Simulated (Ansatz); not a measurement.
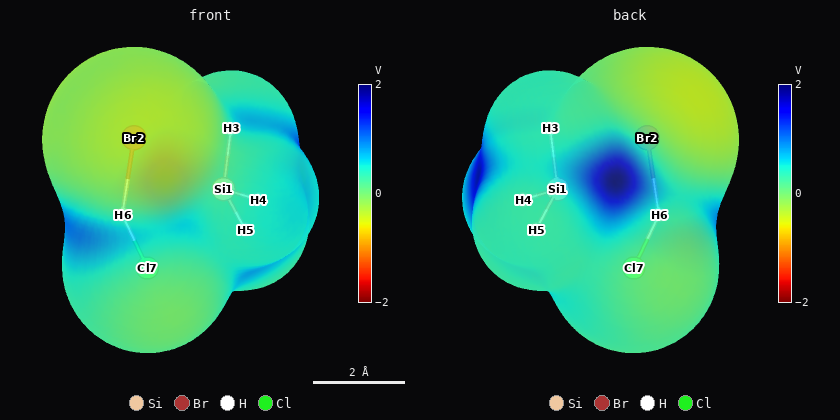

*H₃Si···BrClH. The molecular electrostatic potential painted on the density surface at 0.002 e/bohr³, seen from the front and from behind; the colour scale runs from red (negative) to blue (positive).*

A transition-state structure; geometry: PBE0-D4/def2-TZVP.

These are results of Ansatz, RKS PBE0-D4/def2-TZVPP, not measurements.

```xyz
7

Si   -0.7031   -0.1202   -0.0812
Br    1.6017   -1.3444    0.1143
H    -1.0593   -1.2983   -0.9052
H    -0.9895   -0.2619    1.3567
H    -1.5307    0.9622   -0.6713
H     1.7227    0.4042    0.1619
Cl    0.9580    1.6584    0.0249
```

Where is the surface potential most negative and most positive?

Answer. The most negative region (about −0.5 V) lies over Br2, the most positive (about +1.8 V) over Si1.
